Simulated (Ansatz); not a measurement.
Ti₃Al (D019 type, space group P6_3/mmc)

```xyz
8
Lattice="5.7471 0.0000 0.0000 -2.8736 4.9772 0.0000 0.0000 0.0000 4.6315" Properties=species:S:1:pos:R:3 pbc="T T T"
Ti     2.8736     3.2832     1.1579
Ti    -1.4065     4.1302     3.4736
Ti     1.4670     0.8470     1.1579
Ti     0.0000     1.6940     3.4736
Ti     4.2801     0.8470     1.1579
Ti     1.4065     4.1302     3.4736
Al     0.0000     3.3181     1.1579
Al     2.8736     1.6591     3.4736
```

The volume is varied about the relaxed value V₀ at fixed cell shape. The atoms relax within the cell's symmetry.

All values below come from r2SCAN (plane waves to 500 eV, PAW, scalar-relativistic; Ansatz, an electronic-structure program). k mesh 10×10×10 (Γ-centred), Fermi-Dirac smearing 0.05 eV. E stands for the smeared free energy. With the shape held, the modulus is that of even scaling; a crystal free to change shape is softer. Ti3Al is run without spin polarisation. Ti3Al was relaxed with its symmetry unable to fall. ΔE is measured from the relaxed starting cell.

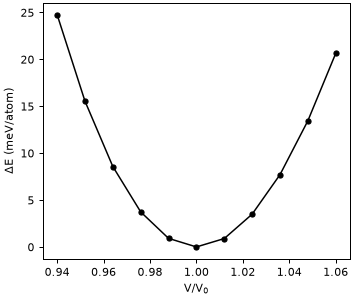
Fig. 1. ΔE (meV/atom) against V/V₀; computed points joined by lines.

Task: What is ΔE at V/V₀ = 1.060?

Result: About 21 meV/atom.

Task: What is ΔE at V/V₀ = 0.940?

Result: About 25 meV/atom.

Task: What bulk modulus at fixed cell shape B₀ follows from a third-order Birch-Murnaghan fit?

Result: About 120 GPa.

(A scan under strain: stresses follow from slopes of the energy per volume, elastic moduli from its curvatures.)
